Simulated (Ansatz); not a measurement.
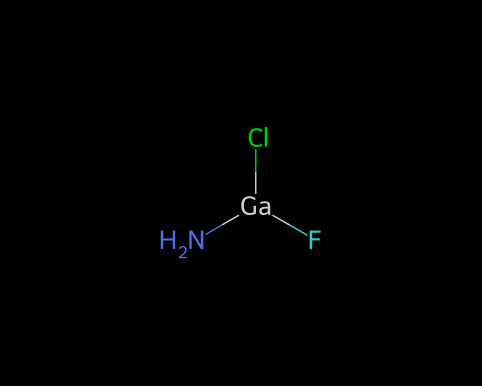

Skeletal drawing of a molecule.

Give its SMILES.

Answer. [NH2][Ga]([F])[Cl]

Give the formula, hydrogens included.

Answer. ClFGaH2N.

More results for the same structure follow; atom numbers are the same in all pictures, views and colours differ. The geometry was computed by an optimisation with PBE0-D4/def2-TZVP.

## Geometry

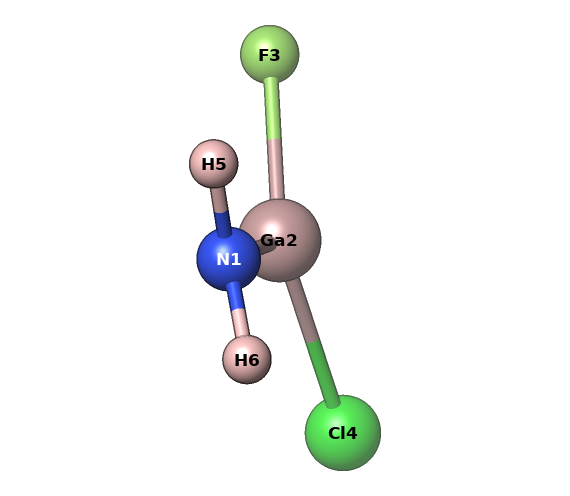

Ga2 lies behind N1. The molecule seen a little off the N1–Ga2 bond, N1 in front. Depth is shown by fading: the farther an atom, the more it takes the colour of the background.

What is the torsion angle H5–N1–Ga2–Cl4? The sign is positive where the front bond must turn clockwise to cover the back bond.

Answer. 171°, antiperiplanar (anti).

## Charges

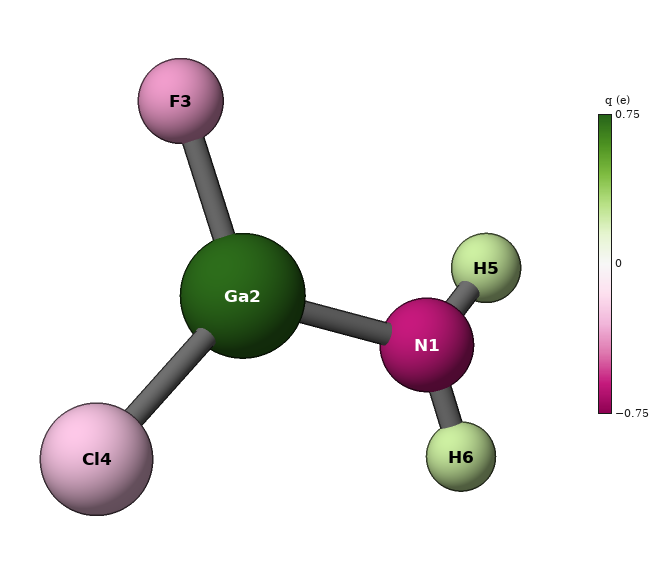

Atoms are coloured by their Mulliken charges. Level of theory: RKS PBE0-D4/def2-TZVP (Ansatz 0.2.0).

Which atom carries the highest charge (most positive or least negative)?

Answer. Ga2 (0.73 e).

And the lowest?

Answer. N1 (−0.61 e).

List the Mulliken charges.

| atom | value (e) |
| --- | --- |
| N1 | −0.61 |
| Ga2 | 0.73 |
| F3 | −0.37 |
| Cl4 | −0.26 |
| H5 | 0.26 |
| H6 | 0.26 |

## Dipole moment

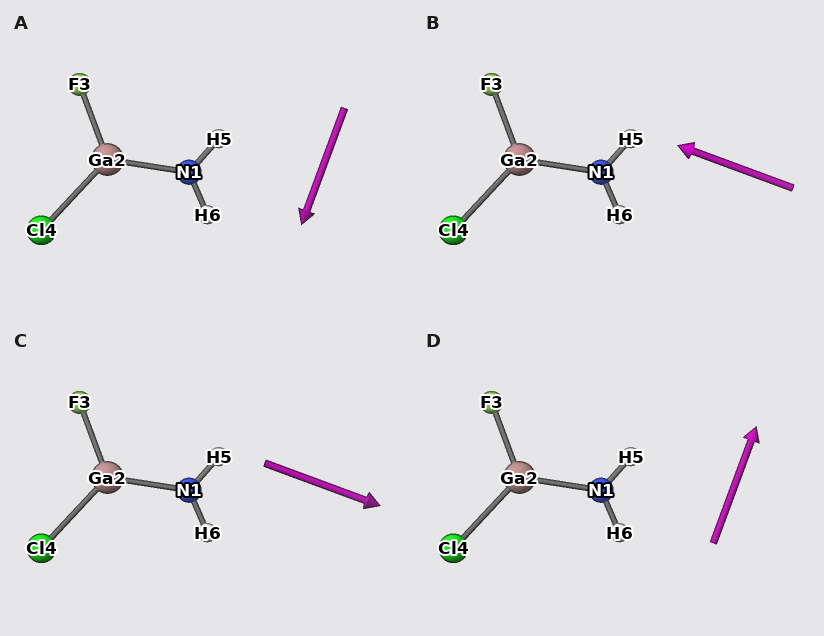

The same molecule four times, each with an arrow. Level of theory: RKS PBE0-D4/def2-TZVP (Ansatz 0.2.0).

Which arrow points along the dipole moment, from the negative to the positive end?

Answer. C. The dipole moment is 2.95 D; it points from the side of F3 to the side of H6 (the outermost atoms at the two ends).

## Vibrations

Harmonic vibrations computed with RKS PBE0-D4/def2-TZVP (Ansatz 0.2.0) at a stationary point of the same level.

How many vibrational modes are there, and where do they lie?

Answer. 12 modes: 134, 141, 174, 212, 369, 433, 688, 754, 772, 1552, 3624, 3736 cm⁻¹.

Mulliken values depend strongly on the basis set and can even reverse the polarity of a bond.
